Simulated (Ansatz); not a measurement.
**Geometry relaxation of C2H5NOSi (part 1 of 2)**

The run: geometry relaxation of C2H5NOSi, SMILES O=CN=C[SiH3]. Method and program: RKS r2SCAN-D4/def2-SVP (Ansatz 0.2.0).

It belongs to a series of runs on one base structure; here: end point B relaxed. Figures and captions count atoms from 1; the log counts them from 0 in places.

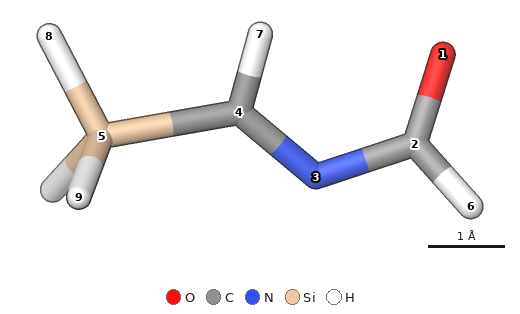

The starting structure (stick view, seen at a tilt; atoms are numbered from 1 in the order of the input). Bond lengths as drawn: C–H 1.08 to 1.12 Å, C–N 1.34 to 1.37 Å, C–O 1.25 Å, C–Si 1.87 Å and H–Si 1.48 to 1.53 Å.

Summary

- outcome: converged
- total energy: −13558.1389 eV
- mean-field energy: −13558.0907 eV
- largest force (length of the vector) at the end: 0.015 eV/Å
- hardware: 2 threads of Arm Neoverse V1, 24 GiB of memory available, shared host
- wall time: 69 s (CPU time 2.2 min)
- peak memory: 0.17 GiB

The input
```yaml
crystal:
  periodic: [false, false, false]
  atoms:
    - { symbol: O, position_ang: [-1.1861, 0.6592, 1.4019] }
    - { symbol: C, position_ang: [-0.9506, 1.5443, 0.5477] }
    - { symbol: "N", position_ang: [-0.4304, 1.325, -0.7028] }
    - { symbol: C, position_ang: [0.2896, 0.2257, -0.9792] }
    - { symbol: Si, position_ang: [1.28724, -0.23638, -2.48654] }
    - { symbol: H, position_ang: [-1.1527, 2.6287, 0.7495] }
    - { symbol: H, position_ang: [0.45404, -0.45098, -0.15358] }
    - { symbol: H, position_ang: [1.77857, -1.63326, -2.30025] }
    - { symbol: H, position_ang: [2.43467, 0.65554, -2.78819] }
    - { symbol: H, position_ang: [0.39777, -0.28479, -3.72496] }
basis:
  gaussian: { orbitals: def2-SVP }
hamiltonian:
  xc: r2scan
  dispersion: d4
relax:
  f_tol: 0.015
  max_steps: 40
```

Launch command:
```bash
ansatz run input.yaml --threads 2 --pin off --max-ram 3072MiB --backend cpu --events-out ev --progress --plain --runs-dir out
```

The program's output
```
The last accepted step is kept in [file] (removed where the run ends without a failure and the disk answers)
Engine: ansatz 0.2.0, aarch64-unknown-linux-gnu
Functional definition: r2SCAN
  parameter k0 = 0.174
  parameter k1 = 0.065
  parameter a1 = 4.9479
  exchange = r2scan_x(k0 = k0, k1 = k1, a1 = a1)
  correlation = r2scan_c
1117 factors; their error is unknown
mean field evaluation 1: about -13553.1196 eV, gradient 4.6e1 eV
mean field evaluation 2: about -13537.0327 eV, gradient 9.5e1 eV
mean field evaluation 4: about -13557.5520 eV, gradient 6.6e0 eV
mean field evaluation 8: about -13557.6609 eV, gradient 7.0e-2 eV
mean field evaluation 16: about -13557.5810 eV, gradient 2.1e-5 eV
mean field -13557.58101995 eV, -498.2319128247 hartree, gradient 2.1e-5 eV, S^2 0.000000; 0 other end points of the search recorded, 0 dependent functions left out
the calculation of the forces begins
reference -13557.58102967 eV, -498.2319131819 hartree; 23, 23 occupied and 76, 76 virtual orbitals, 1117 factors
relax step   1: F+E_penalty+E_count = -13557.62873980 eV  Δ(F+E_penalty+E_count) = +0.000e0 eV  max|allowed force component| = 3.040e0 eV/Å  Δτ_max = 0.0000 Å  (28 SCF iters, accepted)
these checks for a lower state are left out or cut short: starts, cluster_reference, orbital_swaps, neighbouring_geometries, increment
1117 factors; their error is unknown
mean field -13557.92681604 eV, -498.2446205966 hartree, gradient 8.6e-6 eV, S^2 0.000000; 0 other end points of the search recorded, 0 dependent functions left out
[... from here on the field's lines of each further geometry are left out, up to the last ...]
relax step   2: F+E_penalty+E_count = -13557.97494713 eV  Δ(F+E_penalty+E_count) = -3.462e-1 eV  max|allowed force component| = 1.648e0 eV/Å  Δτ_max = 0.1939 Å  (37 SCF iters, accepted)
relax step   3: F+E_penalty+E_count = -13557.97969481 eV  Δ(F+E_penalty+E_count) = -4.748e-3 eV  max|allowed force component| = 1.869e0 eV/Å  Δτ_max = 0.1779 Å  (32 SCF iters, accepted)
relax step   4: F+E_penalty+E_count = -13558.07644704 eV  Δ(F+E_penalty+E_count) = -9.675e-2 eV  max|allowed force component| = 1.006e0 eV/Å  Δτ_max = 0.0579 Å  (30 SCF iters, accepted)
relax step   5: F+E_penalty+E_count = -13558.09480027 eV  Δ(F+E_penalty+E_count) = -1.835e-2 eV  max|allowed force component| = 9.711e-1 eV/Å  Δτ_max = 0.1822 Å  (37 SCF iters, accepted)
relax step   6: F+E_penalty+E_count = -13558.09223648 eV  Δ(F+E_penalty+E_count) = +2.564e-3 eV  max|allowed force component| = 6.042e-1 eV/Å  Δτ_max = 0.1999 Å  (38 SCF iters, rejected (line search))
relax step   7: F+E_penalty+E_count = -13558.12393360 eV  Δ(F+E_penalty+E_count) = -2.913e-2 eV  max|allowed force component| = 2.279e-1 eV/Å  Δτ_max = 0.0999 Å  (31 SCF iters, accepted)
relax step   8: F+E_penalty+E_count = -13558.12992149 eV  Δ(F+E_penalty+E_count) = -5.988e-3 eV  max|allowed force component| = 1.391e-1 eV/Å  Δτ_max = 0.0834 Å  (30 SCF iters, accepted)
relax step   9: F+E_penalty+E_count = -13558.13349502 eV  Δ(F+E_penalty+E_count) = -3.574e-3 eV  max|allowed force component| = 7.903e-2 eV/Å  Δτ_max = 0.0830 Å  (32 SCF iters, accepted)
relax step  10: F+E_penalty+E_count = -13558.13486708 eV  Δ(F+E_penalty+E_count) = -1.372e-3 eV  max|allowed force component| = 1.593e-1 eV/Å  Δτ_max = 0.0748 Å  (30 SCF iters, accepted)
relax step  11: F+E_penalty+E_count = -13558.13582925 eV  Δ(F+E_penalty+E_count) = -9.622e-4 eV  max|allowed force component| = 1.066e-1 eV/Å  Δτ_max = 0.0319 Å  (31 SCF iters, accepted)
relax step  12: F+E_penalty+E_count = -13558.13637729 eV  Δ(F+E_penalty+E_count) = -5.480e-4 eV  max|allowed force component| = 6.809e-2 eV/Å  Δτ_max = 0.0448 Å  (30 SCF iters, accepted)
relax step  13: F+E_penalty+E_count = -13558.13673478 eV  Δ(F+E_penalty+E_count) = -3.575e-4 eV  max|allowed force component| = 5.160e-2 eV/Å  Δτ_max = 0.0149 Å  (31 SCF iters, accepted)
relax step  14: F+E_penalty+E_count = -13558.13681428 eV  Δ(F+E_penalty+E_count) = -7.950e-5 eV  max|allowed force component| = 7.615e-2 eV/Å  Δτ_max = 0.0192 Å  (31 SCF iters, accepted)
relax step  15: F+E_penalty+E_count = -13558.13761794 eV  Δ(F+E_penalty+E_count) = -8.037e-4 eV  max|allowed force component| = 6.637e-2 eV/Å  Δτ_max = 0.0353 Å  (31 SCF iters, accepted)
relax step  16: F+E_penalty+E_count = -13558.13809887 eV  Δ(F+E_penalty+E_count) = -4.809e-4 eV  max|allowed force component| = 6.634e-2 eV/Å  Δτ_max = 0.0395 Å  (30 SCF iters, accepted)
relax step  17: F+E_penalty+E_count = -13558.13840633 eV  Δ(F+E_penalty+E_count) = -3.075e-4 eV  max|allowed force component| = 6.070e-2 eV/Å  Δτ_max = 0.0216 Å  (31 SCF iters, accepted)
relax step  18: F+E_penalty+E_count = -13558.13859894 eV  Δ(F+E_penalty+E_count) = -1.926e-4 eV  max|allowed force component| = 5.529e-2 eV/Å  Δτ_max = 0.0095 Å  (32 SCF iters, accepted)
relax step  19: F+E_penalty+E_count = -13558.13871649 eV  Δ(F+E_penalty+E_count) = -1.175e-4 eV  max|allowed force component| = 3.922e-2 eV/Å  Δτ_max = 0.0176 Å  (31 SCF iters, accepted)
relax step  20: F+E_penalty+E_count = -13558.13879394 eV  Δ(F+E_penalty+E_count) = -7.745e-5 eV  max|allowed force component| = 3.625e-2 eV/Å  Δτ_max = 0.0123 Å  (32 SCF iters, accepted)
relax step  21: F+E_penalty+E_count = -13558.13883692 eV  Δ(F+E_penalty+E_count) = -4.298e-5 eV  max|allowed force component| = 1.965e-2 eV/Å  Δτ_max = 0.0052 Å  (33 SCF iters, accepted)
the calculation of the forces begins
reference -13558.09069550 eV, -498.2506430556 hartree; 23, 23 occupied and 76, 76 virtual orbitals, 1117 factors
relax step  22: F+E_penalty+E_count = -13558.13887350 eV  Δ(F+E_penalty+E_count) = -3.658e-5 eV  max|allowed force component| = 1.235e-2 eV/Å  Δτ_max = 0.0088 Å  (32 SCF iters, accepted)
```

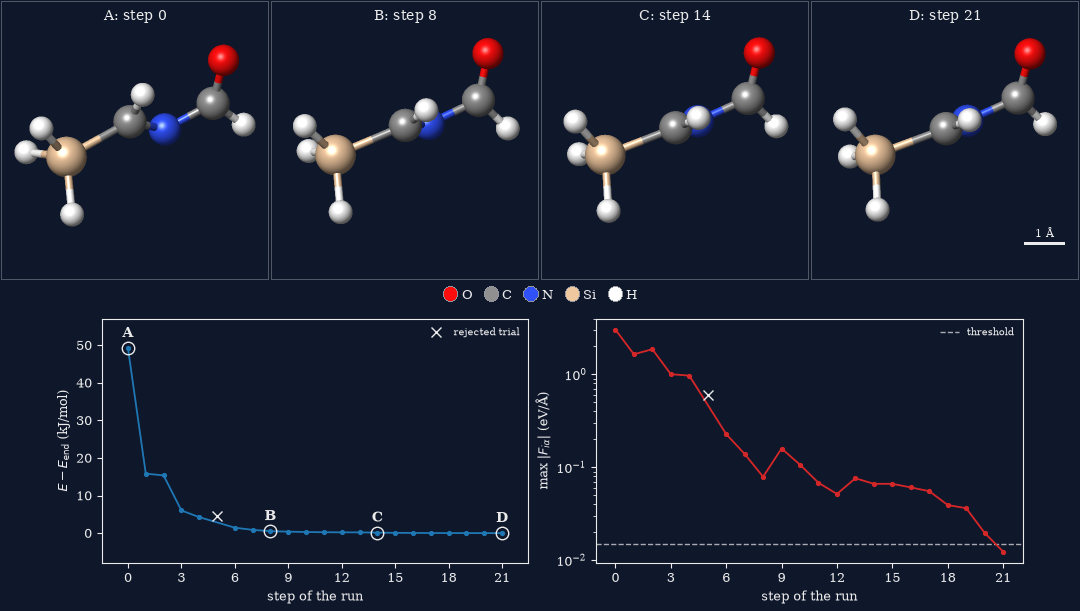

Frames of the relaxation (ball-and-stick view, seen at a tilt) above the curves, on which the letters mark them (the first geometry is step 0 here and step 1 in the log).

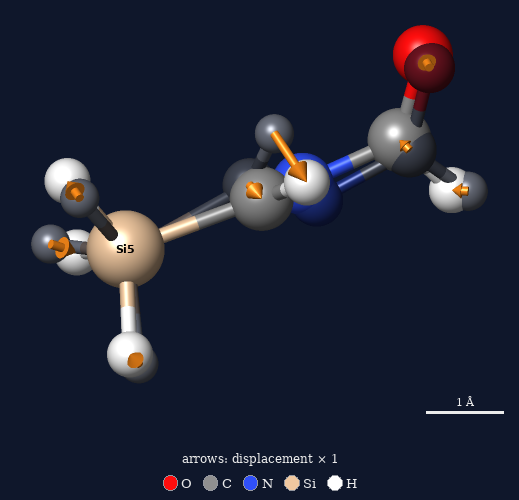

Start (faint) and end (solid) with the displacements as orange arrows, at true length (ball-and-stick view, seen at a tilt). The two geometries are laid on each other by the best rigid fit. After 21 geometry steps the energy has fallen by 49.2 kJ/mol. Largest force component: 3 eV/Å at the start, 0.012 eV/Å at the end. The line search rejected the trial step at point 5 (counted from 0) and went back. The largest move after the best rigid fit is that of H7, 0.84 Å. Largest moves by element: H 0.84 Å, C 0.32 Å, O 0.31 Å, N 0.29 Å, Si 0.08 Å. Among the contacts that change: N3–C4 1.343 → 1.278 Å, O1–C2 1.252 → 1.207 Å, Si5–H10 1.526 → 1.487 Å, C4–H7 1.080 → 1.114 Å. Among the angles that change: N3–C4–Si5 131.0° → 121.0°, C4–Si5–H9 115.4° → 108.3°, Si5–C4–H7 112.4° → 119.4°. (Atoms are counted from 1 in the order of the input.)

```
1117 factors; their error is unknown
mean field -13558.09068569 eV, -498.2506426953 hartree, gradient 3.4e-5 eV, S^2 0.000000; 1 other end points of the search recorded, 0 dependent functions left out
the calculation of the forces begins
reference -13558.09069550 eV, -498.2506430556 hartree; 23, 23 occupied and 76, 76 virtual orbitals, 1117 factors
Total energy: -13558.13888330 eV, -498.2524139248 hartree
Atom 0 at    -1.503742     0.617786     1.272692 Å, force     0.001918     0.002426    -0.003934 eV/Å
Atom 1 at    -1.066710     1.403811     0.467176 Å, force    -0.000228     0.003098    -0.003264 eV/Å
Atom 2 at    -0.486454     1.046701    -0.750491 Å, force    -0.012352     0.001999     0.008305 eV/Å
Atom 3 at     0.555876     0.311099    -0.827098 Å, force     0.009431    -0.002891     0.001384 eV/Å
Atom 4 at     1.232685    -0.254541    -2.507811 Å, force     0.001807    -0.002453    -0.005480 eV/Å
Atom 5 at    -1.163366     2.513679     0.572352 Å, force     0.002360    -0.005819     0.001330 eV/Å
Atom 6 at     1.081332     0.002396     0.106014 Å, force    -0.002319     0.003116    -0.002195 eV/Å
Atom 7 at     1.435370    -1.733325    -2.464261 Å, force    -0.000480     0.002614    -0.000137 eV/Å
Atom 8 at     2.559680     0.397371    -2.723551 Å, force    -0.001816    -0.001794     0.001809 eV/Å
Atom 9 at     0.277419     0.128054    -3.581442 Å, force     0.001679    -0.000295     0.002181 eV/Å
Dipole moment:     0.466656     0.102816    -0.275935 e Å
```

Trajectory as extended XYZ (Å, eV, eV/Å), 22 frames, from step=1 to step=22
```
10
Properties=species:S:1:pos:R:3:forces:R:3 step=1 energy=-13557.62874
O    -1.1861    0.6592    1.4019    0.2798   2.0336  -1.9574
C    -0.9506    1.5443    0.5477   -0.5380  -2.1845   2.9554
N    -0.4304    1.3250   -0.7028    1.9619  -2.0288  -2.6824
C     0.2896    0.2257   -0.9792   -1.5501   3.0398   1.4145
Si    1.2872   -0.2364   -2.4865   -0.6791  -0.3422  -1.5636
H    -1.1527    2.6287    0.7495    0.0494  -0.2930  -0.0407
H     0.4540   -0.4510   -0.1536    0.1041  -0.6649   1.0204
H     1.7786   -1.6333   -2.3003    0.0455   0.0905   0.2171
H     2.4347    0.6555   -2.7882    0.0492   0.2024   0.2250
H     0.3978   -0.2848   -3.7250    0.2772   0.1471   0.4117
10
Properties=species:S:1:pos:R:3:forces:R:3 step=2 energy=-13557.97495
O    -1.3198    0.6175    1.2677    0.8147   1.3747  -1.3748
C    -0.9132    1.5126    0.5157   -1.3593  -1.1770   1.6481
N    -0.3185    1.3272   -0.7268    0.8863  -1.0522  -0.8476
C     0.4068    0.2600   -0.9042   -0.8928   0.8922   0.2827
Si    1.2221   -0.2592   -2.5304    0.0765   0.0328  -0.1399
H    -1.1329    2.5852    0.7278    0.2530  -0.0139   0.0866
H     0.5463   -0.4094   -0.0355    0.1773  -0.0961   0.2624
H     1.7540   -1.6288   -2.2599   -0.0324   0.0147  -0.1455
H     2.3645    0.6705   -2.7645    0.0278   0.0082  -0.0446
H     0.3127   -0.2427   -3.7264    0.0489   0.0166   0.2726
10
Properties=species:S:1:pos:R:3:forces:R:3 step=3 energy=-13557.97969
O    -1.4058    0.5965    1.1882    0.1450   0.9340  -1.3620
C    -0.9983    1.4814    0.4429    0.7535   0.1060   1.8694
N    -0.3377    1.2895   -0.7843   -0.9965  -0.2754   0.0541
C     0.4099    0.2559   -0.8789    0.5374  -0.2330   0.2435
Si    1.2112   -0.2676   -2.5291    0.2310   0.0961   0.3527
H    -0.9892    2.5731    0.7803   -0.3328  -0.6518  -0.5167
H     0.6619   -0.3169    0.0632   -0.2275   0.0932  -0.4568
H     1.7503   -1.6390   -2.2856   -0.0259  -0.0024  -0.1711
H     2.3492    0.6771   -2.7526   -0.0182  -0.0603  -0.0741
H     0.2706   -0.2170   -3.6805   -0.0659  -0.0064   0.0611
10
Properties=species:S:1:pos:R:3:forces:R:3 step=4 energy=-13558.07645
O    -1.4211    0.6237    1.2003    0.4645   0.6991  -0.8608
C    -0.9531    1.4906    0.4780   -0.5485   0.0160   1.0064
N    -0.3513    1.2704   -0.7740   -0.2827  -0.1517   0.0957
C     0.4069    0.2432   -0.8780    0.3608  -0.1599   0.2163
Si    1.2295   -0.2623   -2.5188    0.0450   0.0188   0.1199
H    -1.0273    2.5891    0.7517    0.1230  -0.5094  -0.2527
H     0.6424   -0.3459    0.0493   -0.0861   0.0827  -0.2541
H     1.7660   -1.6417   -2.3241   -0.0082   0.0148  -0.0752
H     2.3632    0.6791   -2.7690   -0.0259  -0.0288  -0.0068
H     0.2669   -0.2132   -3.6519   -0.0420   0.0186   0.0113
10
Properties=species:S:1:pos:R:3:forces:R:3 step=5 energy=-13558.09480
O    -1.5212    0.6953    1.1857   -0.3902  -0.4481   0.5478
C    -0.9947    1.4811    0.4550    0.4782   0.1060  -0.9711
N    -0.3898    1.1419   -0.7866    0.4423  -0.2243   0.5602
C     0.4925    0.2003   -0.8014   -0.6560   0.2439  -0.3898
Si    1.2395   -0.2479   -2.4898   -0.0491  -0.1123  -0.0399
H    -0.9691    2.5802    0.6173   -0.0460   0.2012   0.1187
H     0.7512   -0.3566    0.1257    0.0868   0.1831   0.1119
H     1.7617   -1.6501   -2.4418   -0.0211   0.0724  -0.0403
H     2.3705    0.6867   -2.7611    0.0187  -0.0014  -0.0160
H     0.1815   -0.0980   -3.5395    0.1365  -0.0204   0.1186
```
